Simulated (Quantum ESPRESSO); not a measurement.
# Cl on fcc sites of Ru(0001), stepped through the coverage, part 5 of 8

What law, if any, do the results for Cl on fcc sites of Ru(0001) follow against the coverage?

Quantum ESPRESSO 7.5; plane-wave DFT, PBE, GBRV ultrasoft pseudopotentials.

So far. Step 6 (SCF with pw.x, 0 ML): The vacuum levels are read from the outermost 0.7 Å of the cell on either side. Step 6 (SCF with pw.x, 0 ML): Inside the slab this potential holds the local part of the pseudopotentials, which can be repulsive at the nuclei; only its value in the vacuum has a meaning of its own.

### 7. Relaxing the ions, 0.1111 ML

System of this step: Ru(0001), 3 layers, 9 sites a cell, 1 Cl on fcc sites. The cell holds 28 atoms: 27 Ru and 1 Cl. Cell: a = 8.161 Å, b = 8.161 Å, c = 20.265 Å, α = 90.0°, β = 90.0°, γ = 60.0°. It derives from Ru. Vacuum lies along c.

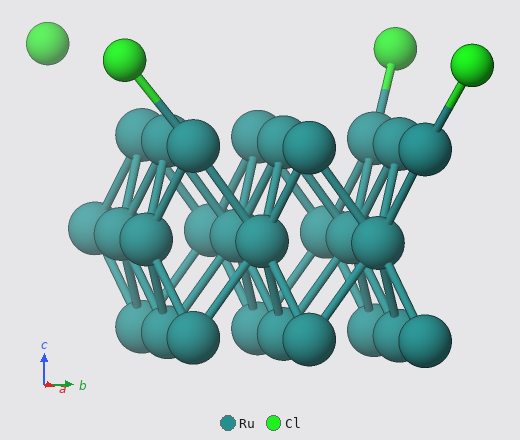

The cell of this step (ruthenium teal, chlorine green). Bonds to atoms that aren't drawn are left out. Some periodic images of atoms are drawn too.

Input file m1.relax.in:

```
&control
  prefix = 'm1.relax'
  outdir = './out'
  pseudo_dir = './pseudo'
  nstep = 70
  forc_conv_thr = 0.0015
  calculation = 'relax'
/
&system
  ibrav = 0
  nat = 28
  ntyp = 2
  ecutwfc = 40
  ecutrho = 200
  occupations = 'smearing'
  smearing = 'mv'
  degauss = 0.02
/
&electrons
  conv_thr = 1e-07
  mixing_beta = 0.3
  electron_maxstep = 120
  mixing_mode = 'local-TF'
/
&ions
/
ATOMIC_SPECIES
  Ru  101.0700  ru_pbe_v1.2.uspp.F.UPF
  Cl  35.4500  cl_pbe_v1.4.uspp.F.UPF
CELL_PARAMETERS angstrom
  8.16073227900000 0.00000000000000 0.00000000000000
  4.08036613950000 7.06740146709768 0.00000000000000
  0.00000000000000 0.00000000000000 20.26512925028532
ATOMIC_POSITIONS crystal
  Ru  0.888888888900 0.888888888900 0.346438030791 0 0 0
  Ru  0.888888888900 0.222222222200 0.346438030791 0 0 0
  Ru  0.888888888900 0.555555555600 0.346438030791 0 0 0
  Ru  0.222222222200 0.888888888900 0.346438030791 0 0 0
  Ru  0.222222222200 0.222222222200 0.346438030791 0 0 0
  Ru  0.222222222200 0.555555555600 0.346438030791 0 0 0
  Ru  0.555555555600 0.888888888900 0.346438030791 0 0 0
  Ru  0.555555555600 0.222222222200 0.346438030791 0 0 0
  Ru  0.555555555600 0.555555555600 0.346438030791 0 0 0
  Ru  0.111111111100 0.111111111100 0.452269900083 0 0 0
  Ru  0.111111111100 0.444444444500 0.452269900083 0 0 0
  Ru  0.111111111100 0.777777777800 0.452269900083 0 0 0
  Ru  0.444444444500 0.111111111100 0.452269900083 0 0 0
  Ru  0.444444444500 0.444444444500 0.452269900083 0 0 0
  Ru  0.444444444500 0.777777777800 0.452269900083 0 0 0
  Ru  0.777777777800 0.111111111100 0.452269900083 0 0 0
  Ru  0.777777777800 0.444444444500 0.452269900083 0 0 0
  Ru  0.777777777800 0.777777777800 0.452269900083 0 0 0
  Ru  0.888888888900 0.888888888900 0.558101769375
  Ru  0.888888888900 0.222222222200 0.558101769375
  Ru  0.888888888900 0.555555555600 0.558101769375
  Ru  0.222222222200 0.888888888900 0.558101769375
  Ru  0.222222222200 0.222222222200 0.558101769375
  Ru  0.222222222200 0.555555555600 0.558101769375
  Ru  0.555555555600 0.888888888900 0.558101769375
  Ru  0.555555555600 0.222222222200 0.558101769375
  Ru  0.555555555600 0.555555555600 0.558101769375
  Cl  0.000000000000 0.000000000000 0.653561969209
K_POINTS automatic
  3 3 1 0 0 0
```

Launch:

```bash
$ OMP_NUM_THREADS=1 mpirun -n 8 pw.x -nk 1 -in m1.relax.in > m1.relax.out
```

What it wrote:

```text
[banner, memory and clock lines left out]
Program PWSCF v.7.5 starts
[...]
Message from routine setup:
[...]
number of electrons       =       439.00
     number of Kohn-Sham states=          264
     kinetic-energy cutoff     =      40.0000  Ry
     charge density cutoff     =     200.0000  Ry
[...]
number of k points=     3  Marzari-Vanderbilt smearing, width (Ry)=  0.0200
[...]
Dense  grid:   376631 G-vectors     FFT dimensions: (  72,  72, 180)
[...]
negative rho (up, down):  2.193E+00 0.000E+00
     Starting wfcs are  355 randomized atomic wfcs
[...]
negative rho (up, down):  2.245E+00 0.000E+00
[...]
estimated scf accuracy    <      78.56935329 Ry
[...]
negative rho (up, down):  2.344E+00 0.000E+00
[...]
estimated scf accuracy    <      27.86535343 Ry
[...]
negative rho (up, down):  2.402E+00 0.000E+00
[...]
estimated scf accuracy    <       2.81402890 Ry
[...]
negative rho (up, down):  2.411E+00 0.000E+00
[...]
estimated scf accuracy    <       3.04366360 Ry
[...]
negative rho (up, down):  2.412E+00 0.000E+00
[...]
estimated scf accuracy    <       0.09570655 Ry
[...]
negative rho (up, down):  2.405E+00 0.000E+00
[...]
estimated scf accuracy    <       0.09074447 Ry
[...]
negative rho (up, down):  2.376E+00 0.000E+00
[...]
estimated scf accuracy    <       0.02859659 Ry
[...]
negative rho (up, down):  2.315E+00 0.000E+00
[...]
estimated scf accuracy    <       0.02867518 Ry
[...]
negative rho (up, down):  2.213E+00 0.000E+00
[...]
estimated scf accuracy    <       0.01492247 Ry
[...]
negative rho (up, down):  2.172E+00 0.000E+00
[...]
estimated scf accuracy    <       0.01359048 Ry
[...]
negative rho (up, down):  2.165E+00 0.000E+00
[...]
estimated scf accuracy    <       0.00580938 Ry
[...]
negative rho (up, down):  2.150E+00 0.000E+00
[...]
estimated scf accuracy    <       0.00381034 Ry
[...]
negative rho (up, down):  2.140E+00 0.000E+00
[...]
estimated scf accuracy    <       0.00086673 Ry
[...]
negative rho (up, down):  2.133E+00 0.000E+00
[...]
estimated scf accuracy    <       0.00036591 Ry
[...]
negative rho (up, down):  2.129E+00 0.000E+00
[...]
estimated scf accuracy    <       0.00008330 Ry
[...]
negative rho (up, down):  2.120E+00 0.000E+00
[...]
estimated scf accuracy    <       0.00004412 Ry
[...]
negative rho (up, down):  2.121E+00 0.000E+00
[...]
estimated scf accuracy    <       0.00000697 Ry
[...]
negative rho (up, down):  2.121E+00 0.000E+00
[...]
estimated scf accuracy    <       0.00000211 Ry
[...]
negative rho (up, down):  2.120E+00 0.000E+00
[...]
estimated scf accuracy    <       0.00000069 Ry
[...]
negative rho (up, down):  2.120E+00 0.000E+00
[...]
estimated scf accuracy    <       0.00000012 Ry
[...]
negative rho (up, down):  2.120E+00 0.000E+00
[...]
the Fermi energy is     4.3691 ev
!    total energy              =   -5277.06549771 Ry
     estimated scf accuracy    <       0.00000004 Ry
     smearing contrib. (-TS)   =      -0.01436086 Ry
     internal energy E=F+TS    =   -5277.05113685 Ry
[...]
one-electron contribution =  -36155.37799366 Ry
     hartree contribution      =   18095.25921121 Ry
     xc contribution           =    -707.38211639 Ry
     ewald contribution        =   13490.44976198 Ry
     convergence has been achieved in  21 iterations
     negative rho (up, down):  2.120E+00 0.000E+00
[...]
Total force =     0.110388     Total SCF correction =     0.000912
[...]
negative rho (up, down):  2.109E+00 0.000E+00
[...]
negative rho (up, down):  2.109E+00 0.000E+00
[...]
estimated scf accuracy    <       0.67305711 Ry
[...]
negative rho (up, down):  2.109E+00 0.000E+00
[...]
estimated scf accuracy    <       0.02761512 Ry
[...]
negative rho (up, down):  2.109E+00 0.000E+00
[...]
estimated scf accuracy    <       0.01843931 Ry
[...]
negative rho (up, down):  2.109E+00 0.000E+00
[...]
estimated scf accuracy    <       0.00276728 Ry
[...]
negative rho (up, down):  2.109E+00 0.000E+00
[...]
estimated scf accuracy    <       0.00039950 Ry
[...]
negative rho (up, down):  2.109E+00 0.000E+00
[...]
estimated scf accuracy    <       0.00017249 Ry
[...]
negative rho (up, down):  2.109E+00 0.000E+00
[...]
estimated scf accuracy    <       0.00004426 Ry
[...]
negative rho (up, down):  2.109E+00 0.000E+00
[...]
estimated scf accuracy    <       0.00002140 Ry
[...]
negative rho (up, down):  2.109E+00 0.000E+00
[...]
estimated scf accuracy    <       0.00000660 Ry
[...]
negative rho (up, down):  2.109E+00 0.000E+00
[...]
estimated scf accuracy    <       0.00000359 Ry
[...]
negative rho (up, down):  2.109E+00 0.000E+00
[...]
estimated scf accuracy    <       0.00000101 Ry
[...]
negative rho (up, down):  2.109E+00 0.000E+00
[...]
estimated scf accuracy    <       0.00000053 Ry
[...]
negative rho (up, down):  2.109E+00 0.000E+00
[...]
the Fermi energy is     4.3659 ev
!    total energy              =   -5277.07644381 Ry
     estimated scf accuracy    <       0.00000006 Ry
     smearing contrib. (-TS)   =      -0.01513634 Ry
     internal energy E=F+TS    =   -5277.06130747 Ry
[...]
one-electron contribution =  -36271.93402127 Ry
     hartree contribution      =   18153.32224659 Ry
     xc contribution           =    -707.46717202 Ry
     ewald contribution        =   13549.01763923 Ry
     convergence has been achieved in  13 iterations
     negative rho (up, down):  2.109E+00 0.000E+00
[...]
Total force =     0.088001     Total SCF correction =     0.000636
[...]
negative rho (up, down):  2.129E+00 0.000E+00
[...]
negative rho (up, down):  2.129E+00 0.000E+00
[...]
estimated scf accuracy    <       0.82949179 Ry
[...]
negative rho (up, down):  2.130E+00 0.000E+00
[...]
estimated scf accuracy    <       0.03454648 Ry
[...]
negative rho (up, down):  2.130E+00 0.000E+00
[...]
estimated scf accuracy    <       0.02257115 Ry
[...]
negative rho (up, down):  2.130E+00 0.000E+00
[...]
estimated scf accuracy    <       0.00322832 Ry
[...]
negative rho (up, down):  2.130E+00 0.000E+00
[...]
estimated scf accuracy    <       0.00049275 Ry
[...]
negative rho (up, down):  2.130E+00 0.000E+00
[...]
estimated scf accuracy    <       0.00022541 Ry
[...]
negative rho (up, down):  2.130E+00 0.000E+00
[...]
estimated scf accuracy    <       0.00006423 Ry
[...]
negative rho (up, down):  2.130E+00 0.000E+00
[...]
estimated scf accuracy    <       0.00002821 Ry
[...]
negative rho (up, down):  2.130E+00 0.000E+00
[...]
estimated scf accuracy    <       0.00001042 Ry
[...]
negative rho (up, down):  2.130E+00 0.000E+00
[...]
estimated scf accuracy    <       0.00000465 Ry
[...]
negative rho (up, down):  2.130E+00 0.000E+00
[...]
estimated scf accuracy    <       0.00000180 Ry
[...]
negative rho (up, down):  2.130E+00 0.000E+00
[...]
estimated scf accuracy    <       0.00000061 Ry
[...]
negative rho (up, down):  2.130E+00 0.000E+00
[...]
estimated scf accuracy    <       0.00000010 Ry
[...]
negative rho (up, down):  2.130E+00 0.000E+00
[...]
estimated scf accuracy    <       0.00000005 Ry
[...]
negative rho (up, down):  2.130E+00 0.000E+00
[...]
the Fermi energy is     4.3642 ev
!    total energy              =   -5277.08557985 Ry
     estimated scf accuracy    <          4.5E-09 Ry
     smearing contrib. (-TS)   =      -0.01580258 Ry
     internal energy E=F+TS    =   -5277.06977727 Ry
[...]
one-electron contribution =  -36403.15886997 Ry
     hartree contribution      =   18218.71324343 Ry
     xc contribution           =    -707.56961715 Ry
     ewald contribution        =   13614.94546642 Ry
     convergence has been achieved in  15 iterations
     negative rho (up, down):  2.130E+00 0.000E+00
[...]
Total force =     0.062176     Total SCF correction =     0.000153
[...]
negative rho (up, down):  2.119E+00 0.000E+00
[...]
negative rho (up, down):  2.119E+00 0.000E+00
[...]
estimated scf accuracy    <       1.88353864 Ry
[...]
negative rho (up, down):  2.120E+00 0.000E+00
[...]
estimated scf accuracy    <       0.06954878 Ry
[...]
negative rho (up, down):  2.120E+00 0.000E+00
[...]
estimated scf accuracy    <       0.04852006 Ry
[...]
negative rho (up, down):  2.120E+00 0.000E+00
[...]
estimated scf accuracy    <       0.00743096 Ry
[...]
negative rho (up, down):  2.120E+00 0.000E+00
[...]
estimated scf accuracy    <       0.00117219 Ry
[...]
negative rho (up, down):  2.120E+00 0.000E+00
[...]
estimated scf accuracy    <       0.00053906 Ry
[...]
negative rho (up, down):  2.121E+00 0.000E+00
[...]
estimated scf accuracy    <       0.00016426 Ry
[...]
negative rho (up, down):  2.121E+00 0.000E+00
[...]
estimated scf accuracy    <       0.00007066 Ry
[...]
negative rho (up, down):  2.120E+00 0.000E+00
[...]
estimated scf accuracy    <       0.00003164 Ry
[...]
negative rho (up, down):  2.120E+00 0.000E+00
[...]
estimated scf accuracy    <       0.00001310 Ry
[...]
negative rho (up, down):  2.120E+00 0.000E+00
[...]
estimated scf accuracy    <       0.00000580 Ry
[...]
negative rho (up, down):  2.121E+00 0.000E+00
[...]
estimated scf accuracy    <       0.00000103 Ry
[...]
negative rho (up, down):  2.121E+00 0.000E+00
[...]
estimated scf accuracy    <       0.00000031 Ry
[...]
negative rho (up, down):  2.120E+00 0.000E+00
[...]
estimated scf accuracy    <       0.00000014 Ry
[...]
negative rho (up, down):  2.120E+00 0.000E+00
[...]
estimated scf accuracy    <       0.00000002 Ry
[...]
negative rho (up, down):  2.120E+00 0.000E+00
[...]
the Fermi energy is     4.3625 ev
!    total energy              =   -5277.09321485 Ry
     estimated scf accuracy    <          9.9E-09 Ry
     smearing contrib. (-TS)   =      -0.01649769 Ry
     internal energy E=F+TS    =   -5277.07671716 Ry
[...]
one-electron contribution =  -36605.43112850 Ry
     hartree contribution      =   18319.55384047 Ry
     xc contribution           =    -707.73905116 Ry
     ewald contribution        =   13716.53962204 Ry
     convergence has been achieved in  16 iterations
     negative rho (up, down):  2.120E+00 0.000E+00
[...]
Total force =     0.022108     Total SCF correction =     0.000411
[...]
negative rho (up, down):  2.108E+00 0.000E+00
[...]
negative rho (up, down):  2.108E+00 0.000E+00
[...]
estimated scf accuracy    <       0.45257869 Ry
[...]
negative rho (up, down):  2.108E+00 0.000E+00
[...]
estimated scf accuracy    <       0.02094561 Ry
[...]
negative rho (up, down):  2.108E+00 0.000E+00
[...]
estimated scf accuracy    <       0.01248287 Ry
[...]
negative rho (up, down):  2.108E+00 0.000E+00
[...]
estimated scf accuracy    <       0.00153090 Ry
[...]
negative rho (up, down):  2.108E+00 0.000E+00
[...]
estimated scf accuracy    <       0.00029388 Ry
[...]
negative rho (up, down):  2.108E+00 0.000E+00
[...]
estimated scf accuracy    <       0.00011768 Ry
[...]
negative rho (up, down):  2.108E+00 0.000E+00
[...]
estimated scf accuracy    <       0.00003484 Ry
[...]
negative rho (up, down):  2.108E+00 0.000E+00
[...]
estimated scf accuracy    <       0.00001498 Ry
[...]
negative rho (up, down):  2.108E+00 0.000E+00
[...]
estimated scf accuracy    <       0.00000505 Ry
[...]
negative rho (up, down):  2.108E+00 0.000E+00
[...]
estimated scf accuracy    <       0.00000223 Ry
[...]
negative rho (up, down):  2.108E+00 0.000E+00
[...]
estimated scf accuracy    <       0.00000075 Ry
[...]
negative rho (up, down):  2.108E+00 0.000E+00
[...]
estimated scf accuracy    <       0.00000016 Ry
[...]
negative rho (up, down):  2.108E+00 0.000E+00
[...]
estimated scf accuracy    <       0.00000003 Ry
[...]
negative rho (up, down):  2.108E+00 0.000E+00
[...]
estimated scf accuracy    <       0.00000001 Ry
[...]
negative rho (up, down):  2.108E+00 0.000E+00
[...]
the Fermi energy is     4.3634 ev
!    total energy              =   -5277.09416930 Ry
     estimated scf accuracy    <          1.3E-09 Ry
     smearing contrib. (-TS)   =      -0.01673641 Ry
     internal energy E=F+TS    =   -5277.07743289 Ry
[...]
one-electron contribution =  -36707.42999771 Ry
     hartree contribution      =   18370.44070851 Ry
     xc contribution           =    -707.83015112 Ry
     ewald contribution        =   13767.74200743 Ry
     convergence has been achieved in  15 iterations
     negative rho (up, down):  2.108E+00 0.000E+00
[...]
Total force =     0.010741     Total SCF correction =     0.000099
[...]
negative rho (up, down):  2.109E+00 0.000E+00
[...]
negative rho (up, down):  2.109E+00 0.000E+00
[...]
estimated scf accuracy    <       0.00016401 Ry
[...]
negative rho (up, down):  2.109E+00 0.000E+00
[...]
estimated scf accuracy    <       0.00001243 Ry
[...]
negative rho (up, down):  2.109E+00 0.000E+00
[...]
estimated scf accuracy    <       0.00000623 Ry
[...]
negative rho (up, down):  2.109E+00 0.000E+00
[...]
estimated scf accuracy    <       0.00000064 Ry
[...]
negative rho (up, down):  2.109E+00 0.000E+00
[...]
estimated scf accuracy    <       0.00000016 Ry
[...]
negative rho (up, down):  2.109E+00 0.000E+00
[...]
estimated scf accuracy    <       0.00000008 Ry
[...]
negative rho (up, down):  2.109E+00 0.000E+00
[...]
estimated scf accuracy    <       0.00000002 Ry
[...]
negative rho (up, down):  2.109E+00 0.000E+00
[...]
estimated scf accuracy    <          6.3E-09 Ry
[...]
negative rho (up, down):  2.109E+00 0.000E+00
[...]
the Fermi energy is     4.3649 ev
!    total energy              =   -5277.09427260 Ry
     estimated scf accuracy    <          9.8E-10 Ry
     smearing contrib. (-TS)   =      -0.01675656 Ry
     internal energy E=F+TS    =   -5277.07751604 Ry
[...]
one-electron contribution =  -36709.52104635 Ry
     hartree contribution      =   18371.50787026 Ry
     xc contribution           =    -707.83239388 Ry
     ewald contribution        =   13768.76805393 Ry
     convergence has been achieved in   9 iterations
     negative rho (up, down):  2.109E+00 0.000E+00
[...]
Total force =     0.008762     Total SCF correction =     0.000056
[...]
WARNING: bfgs curvature condition failed, Theta= 0.985
[...]
```

The job ended after 36 min (8 MPI ranks of Arm Neoverse V1, shared host; peak memory 3.1 GiB; 4.8 h of CPU time).

Step by step:

| step | energy less that of the first step (eV) | largest force (eV/Å) |
| --- | --- | --- |
| 1 | 0.0000 | 1.0508 |
| 2 | -0.1489 | 0.8359 |
| 3 | -0.2732 | 0.5830 |
| 4 | -0.3771 | 0.2298 |
| 5 | -0.3901 | 0.2337 |
| 6 | -0.3915 | 0.2005 |
| 7 | -0.3927 | 0.1656 |
| 8 | -0.3939 | 0.1137 |
| 9 | -0.3949 | 0.0362 |

The atoms that moved most (Å):

| atom | dx | dy | dz | length |
| --- | --- | --- | --- | --- |
| Ru26 | -0.022 | 0.013 | -0.092 | 0.096 |
| Ru23 | 0.022 | 0.013 | -0.092 | 0.096 |
| Ru24 | 0.000 | -0.025 | -0.092 | 0.096 |
| Ru27 | -0.005 | -0.003 | -0.092 | 0.092 |
| Ru25 | 0.000 | 0.006 | -0.092 | 0.092 |
| Ru21 | 0.005 | -0.003 | -0.092 | 0.092 |
| Ru19 | -0.004 | -0.003 | -0.078 | 0.078 |
| Ru20 | 0.000 | 0.005 | -0.078 | 0.078 |

The relaxation lowers the energy by 14 meV an atom. On the free atoms the largest force ends at 0.036 eV/Å.

Read from the output:

```
free energy  : -71798.5286 eV
Fermi energy : 4.372 eV
```

[end of part 5 of 8]

[Logs are printed without paths, hosts, clocks, repeated set-up lines and the standing remarks that a program may print on its own settings, such as how far it seeks lower states.]

[Hosts, paths, dates, database ids (printed as entryN), source tags and the programs' standing remarks are cut or masked in the printed files.]

[Maps of the electrostatic potential energy from Ansatz leave out the sawtooth potential of an applied field or a dipole correction, so their vacuum need not be flat; planar profiles and work functions include it.]
